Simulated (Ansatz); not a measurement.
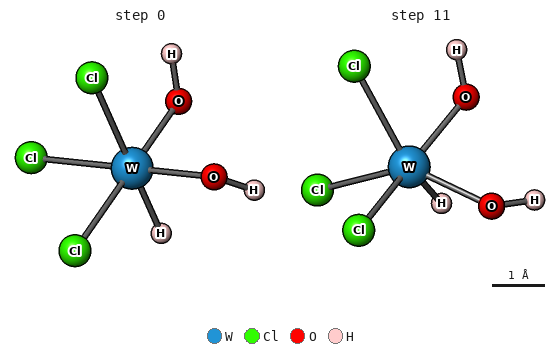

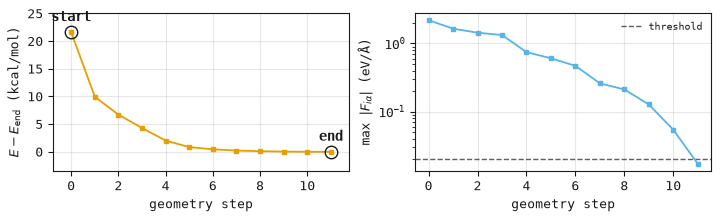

First and last geometry of a relaxation of WH3O2Cl3, with the history of the run. Style: ball-and-stick. Shown at a tilt.

The run prepares the start of a later molecular dynamics calculation, from a guessed geometry.

Level of theory: RKS B3LYP-D4/def2-SVP (Ansatz).

Input
```yaml
crystal:
  periodic: [false, false, false]
  atoms:
    - { symbol: W, position_ang: [0.0, 0.0, 0.0] }
    - { symbol: Cl, position_ang: [0.0, 0.0, 2.39] }
    - { symbol: O, position_ang: [1.94, 0.0, 0.0] }
    - { symbol: H, position_ang: [2.2771, -0.9519, -0.0197] }
    - { symbol: H, position_ang: [0.0, 1.72, 0.0] }
    - { symbol: Cl, position_ang: [-2.39, 0.0, 0.0] }
    - { symbol: Cl, position_ang: [0.0, -2.39, 0.0] }
    - { symbol: O, position_ang: [0.0, 0.0, -1.94] }
    - { symbol: H, position_ang: [0.5278, 0.7924, -2.2771] }
basis:
  gaussian: { orbitals: def2-SVP }
hamiltonian:
  xc: b3lyp
  dispersion: d4
relax:
  f_tol: 0.02
  max_steps: 40
output:
  orbitals: {}
```

Launched with:
```bash
ansatz run input.yaml --threads 2 --pin off --max-ram 3072MiB --backend cpu --events-out ev --progress --plain --runs-dir out
```

**Read the history and describe the run.**

It converged. The atom that moves furthest after the best rigid fit is O8 (0.67 Å). By element the largest moves are O 0.67 Å, Cl 0.64 Å, H 0.64 Å, W 0.12 Å. Near-neighbour distances that change, for instance: W1–Cl2 2.390 → 2.312 Å, W1–Cl6 2.390 → 2.317 Å, W1–O8 1.940 → 1.889 Å, O3–H4 1.010 → 0.970 Å. Bond angles that change, for instance: Cl2–W1–O8 180.0° → 141.5°, H5–W1–Cl7 180.0° → 143.7°, Cl7–W1–O8 90.0° → 126.3°. After 11 geometry steps the energy has fallen by 21.6 kcal/mol. The largest force component goes from 2.2 to 0.017 eV/Å.

```tsv
step	E − E(0), kcal/mol	largest force component, eV/Å
0	0.00	2.1914
1	-11.68	1.6471
2	-14.90	1.4371
3	-17.31	1.3273
4	-19.59	0.7456
5	-20.77	0.6043
6	-21.17	0.4685
7	-21.39	0.2593
8	-21.51	0.2110
9	-21.58	0.1269
10	-21.61	0.0538
11	-21.62	0.0171
```
